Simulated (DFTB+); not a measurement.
Geometry relaxation, with input and output: CH₃AlFN (part 1 of 2)

System: CH₃AlFN, SMILES N=[C](F)[AlH2].
Method: GFN1-xTB, R-SCC, dispersion built in (DFTB+ 25.1).

The geometry comes from this level: GFN2-xTB.

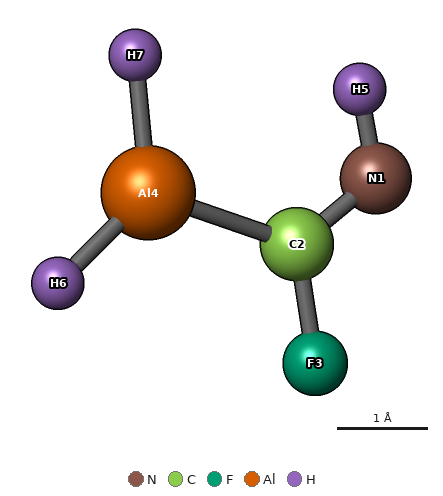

Figure 1. The input geometry (ball-and-stick view, seen at a tilt; atoms are numbered from 1 in the order of the input). Sticks mark near contacts. Bond lengths as drawn: Al–C 2.03 Å, Al–H 1.55 Å, C–F 1.36 Å, C–N 1.26 Å and H–N 1.02 Å.

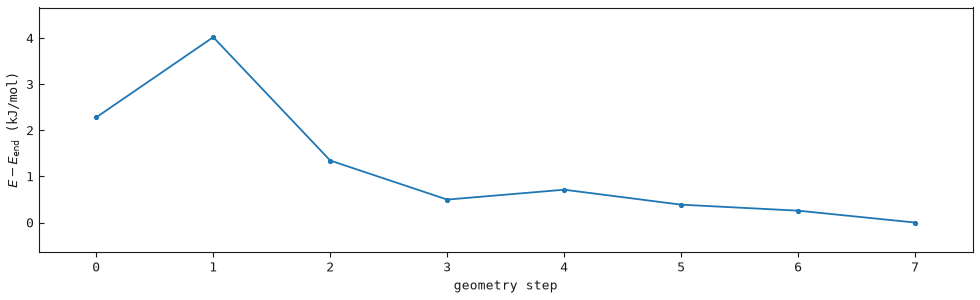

Figure 2. Progress of the relaxation, step by step (steps are counted from 0).

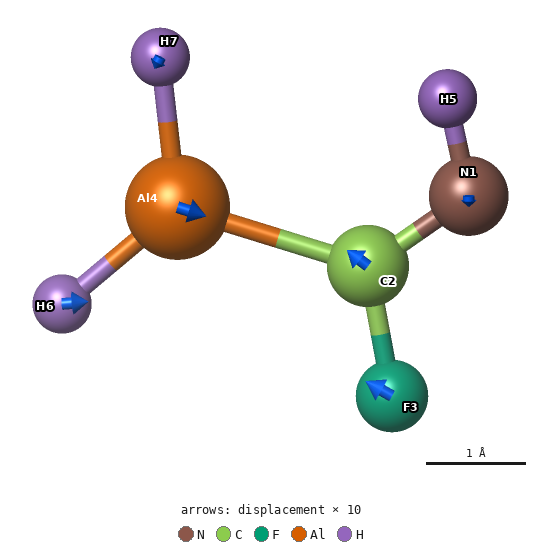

Figure 3. The starting structure with the displacements as blue arrows, magnified 10 times (ball-and-stick view, seen at a tilt). The two geometries are laid on each other by the best rigid fit. The largest moves after the best rigid fit, 0.031 Å, are those of F3 and Al4. By element the largest moves are Al 0.031 Å, F 0.031 Å, H 0.027 Å, C 0.027 Å, N 0.012 Å. Distances before and after: C2–Al4 2.026 → 1.969 Å, N1–H5 1.020 → 1.031 Å, Al4–H6 1.549 → 1.543 Å. Over 7 geometry steps the energy falls by 2.28 kJ/mol. (Atoms are counted from 1 in the order of the input.)

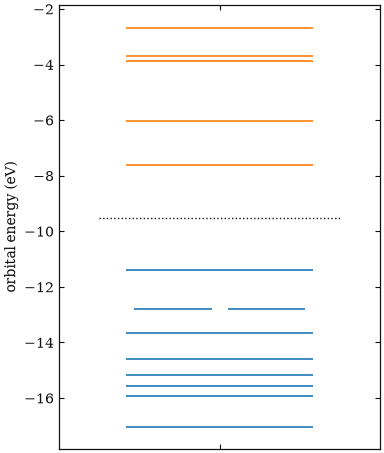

Figure 4. Orbital energies near the frontier; the dotted line parts filled from empty levels, and levels within 0.02 eV of each other stand side by side. Highest filled −11.40 eV, lowest empty −7.62 eV, 3.78 eV apart.

The input and output of the run follow.

The input (dftb_in.hsd)
```
Geometry = xyzFormat {
  <<< "mol.xyz"
}

Driver = gDIIS {
  MovedAtoms = 1:-1
  MaxForceComponent = 0.001
  MaxSteps = 100
  AppendGeometries = Yes
}

Hamiltonian = xTB {
  Method = "GFN1-xTB"
}

Analysis = {
  PrintForces = Yes
}

Options = {
  WriteResultsTag = Yes
}

InputVersion = 25.1
```

File mol.xyz
```
7

N      0.143090    -1.763220     0.068360
C      0.342220    -0.606370     0.528450
F      1.021140    -0.562640     1.702220
Al    -0.226510     1.164320    -0.274050
H     -0.369400    -1.765300    -0.813900
H      0.086090     2.525140     0.397220
H     -0.996630     1.008060    -1.608290
```

Launched with:
```bash
dftb+ > output.log
```

What the program printed
```
|  DFTB+ development version (commit: a23bfb2)

Reading input file 'dftb_in.hsd'
Parser version: 14

--------------------------------------------------------------------------------
WARNING!
-> This driver is deprecated and will be removed in future versions.
Please use the GeometryOptimisation driver instead.
Path: dftbplusinput/Driver/gDIIS
Line: 5-10 (File: dftb_in.hsd)

Processed input in HSD format written to 'dftb_pin.hsd'

Starting initialization...
--------------------------------------------------------------------------------
OpenMP threads:              1
Chosen random seed:          249800285
Current stacksize:           unlimited
Mode:                        Modified gDIIS relaxation
WARNING!
-> This geometry optimisation method requires force related energies for accurate minimisation.
Self consistent charges:     Yes
SCC-tolerance:                 0.100000E-04
Max. scc iterations:                    100
Shell resolved Hubbard:      Yes
Spin polarisation:           No
Nr. of up electrons:            11.000000
Nr. of down electrons:          11.000000
Periodic boundaries:         No
Electronic solver:           Relatively robust
Mixer:                       Broyden mixer
Mixing parameter:                  0.200000
Nr. of chrg. vec. in memory:            100
Max. SCC-cycles:                        100
Nr. of moved atoms:                       7
Max. nr. of geometry steps:             100
Force tolerance:               0.100000E-02
tblite library version:      0.3.0
-> parametrization:          GFN1-xTB
-> repulsion:                Yes
-> dispersion:               Yes
-> halogen bonding:          Yes
-> electrostatics:           Yes
   -> isotropic:             Yes
   -> anisotropic:           No
   -> third-order:           Yes
Electronic temperature:              0.950045E-03 H      0.258520E-01 eV
Initial charges:             Set automatically (system chrg:   0.000E+00)
Included shells:             N:  s, p
                             C:  s, p
                             F:  s, p
                            Al:  s, p, d
                             H:  s, s2
Extra options:
                             Mulliken analysis
Force type                   original

--------------------------------------------------------------------------------

***  Geometry step: 0

 iSCC Total electronic   Diff electronic      SCC error
    1   -0.13253088E+02    0.00000000E+00    0.14141149E+01
    2   -0.13358040E+02   -0.13253088E+02    0.83372746E+00
    3   -0.13383632E+02   -0.10495152E+00    0.57361263E+00
    4   -0.13373004E+02   -0.25591834E-01    0.31224262E+00
    5   -0.13379988E+02    0.10627180E-01    0.26633028E+00
    6   -0.13390711E+02   -0.69835597E-02    0.19132383E-01
    7   -0.13390706E+02   -0.10722608E-01    0.26817223E-01
    8   -0.13390832E+02    0.45811068E-05    0.24326694E-02
    9   -0.13390833E+02   -0.12636790E-03    0.16785926E-02
   10   -0.13390833E+02   -0.92863724E-07    0.10679774E-02
   11   -0.13390833E+02   -0.34213877E-06    0.12810178E-03
   12   -0.13390833E+02   -0.18311137E-06    0.58850919E-04
   13   -0.13390833E+02   -0.14881998E-08    0.31465592E-05

Total Energy:                      -13.3100671767 H         -362.1854 eV
Extrapolated to 0K:                -13.3100671767 H         -362.1854 eV
Total Mermin free energy:          -13.3100671767 H         -362.1854 eV
Force related energy:              -13.3100671767 H         -362.1854 eV

Maximal force component:             0.107683E-01
Averaged force norm:                 0.845298E-02

--------------------------------------------------------------------------------

***  Geometry step: 1

 iSCC Total electronic   Diff electronic      SCC error
    1   -0.13391780E+02    0.00000000E+00    0.17213327E-01
    2   -0.13391799E+02   -0.94689130E-03    0.81102390E-02
    3   -0.13391802E+02   -0.19173972E-04    0.28823130E-02
    4   -0.13391802E+02   -0.29352058E-05    0.95761300E-03
    5   -0.13391802E+02   -0.33331496E-07    0.12705998E-03
    6   -0.13391802E+02   -0.11676523E-06    0.53477026E-04
    7   -0.13391802E+02   -0.70334352E-08    0.27998679E-04
    8   -0.13391802E+02   -0.45125148E-09    0.34685007E-05

Total Energy:                      -13.3094049160 H         -362.1673 eV
Extrapolated to 0K:                -13.3094049160 H         -362.1673 eV
Total Mermin free energy:          -13.3094049160 H         -362.1673 eV
Force related energy:              -13.3094049160 H         -362.1673 eV

Maximal force component:             0.162913E-01
Averaged force norm:                 0.130816E-01

--------------------------------------------------------------------------------

***  Geometry step: 2

 iSCC Total electronic   Diff electronic      SCC error
    1   -0.13388405E+02    0.00000000E+00    0.42188624E-01
    2   -0.13388519E+02    0.33972586E-02    0.19688349E-01
    3   -0.13388535E+02   -0.11417844E-03    0.70613107E-02
    4   -0.13388536E+02   -0.16230355E-04    0.24294554E-02
    5   -0.13388536E+02   -0.20196965E-06    0.27118651E-03
    6   -0.13388536E+02   -0.70559905E-06    0.16076297E-03
    7   -0.13388536E+02   -0.36893926E-07    0.75415785E-04
    8   -0.13388536E+02   -0.44859476E-08    0.81957989E-05

Total Energy:                      -13.3104235756 H         -362.1951 eV
Extrapolated to 0K:                -13.3104235756 H         -362.1951 eV
Total Mermin free energy:          -13.3104235756 H         -362.1951 eV
Force related energy:              -13.3104235756 H         -362.1951 eV

Maximal force component:             0.668555E-02
Averaged force norm:                 0.460105E-02

--------------------------------------------------------------------------------

***  Geometry step: 3

 iSCC Total electronic   Diff electronic      SCC error
    1   -0.13391868E+02    0.00000000E+00    0.52555815E-02
    2   -0.13391877E+02   -0.33321692E-02    0.33586040E-02
    3   -0.13391880E+02   -0.87260481E-05    0.18012604E-02
    4   -0.13391880E+02   -0.26072853E-05    0.11892228E-02
    5   -0.13391880E+02   -0.85313525E-07    0.28403157E-03
    6   -0.13391880E+02   -0.31238677E-07    0.67312726E-04
    7   -0.13391880E+02   -0.44923851E-08    0.40149452E-04
    8   -0.13391880E+02   -0.13872992E-09    0.87248881E-06

Total Energy:                      -13.3107461259 H         -362.2038 eV
Extrapolated to 0K:                -13.3107461259 H         -362.2038 eV
Total Mermin free energy:          -13.3107461259 H         -362.2038 eV
Force related energy:              -13.3107461259 H         -362.2038 eV

Maximal force component:             0.282421E-02
Averaged force norm:                 0.254042E-02

--------------------------------------------------------------------------------

***  Geometry step: 4

 iSCC Total electronic   Diff electronic      SCC error
    1   -0.13390825E+02    0.00000000E+00    0.42898545E-02
    2   -0.13390829E+02    0.10547211E-02    0.16001847E-02
    3   -0.13390830E+02   -0.42265808E-05    0.12096991E-02
    4   -0.13390830E+02   -0.64803369E-06    0.50078644E-03
    5   -0.13390830E+02   -0.78259294E-07    0.51587792E-04
    6   -0.13390830E+02   -0.17100991E-07    0.14510046E-04
    7   -0.13390830E+02   -0.43809045E-09    0.77869723E-05

Total Energy:                      -13.3106645088 H         -362.2016 eV
Extrapolated to 0K:                -13.3106645088 H         -362.2016 eV
Total Mermin free energy:          -13.3106645088 H         -362.2016 eV
Force related energy:              -13.3106645088 H         -362.2016 eV

Maximal force component:             0.480254E-02
Averaged force norm:                 0.308546E-02

--------------------------------------------------------------------------------

***  Geometry step: 5
```
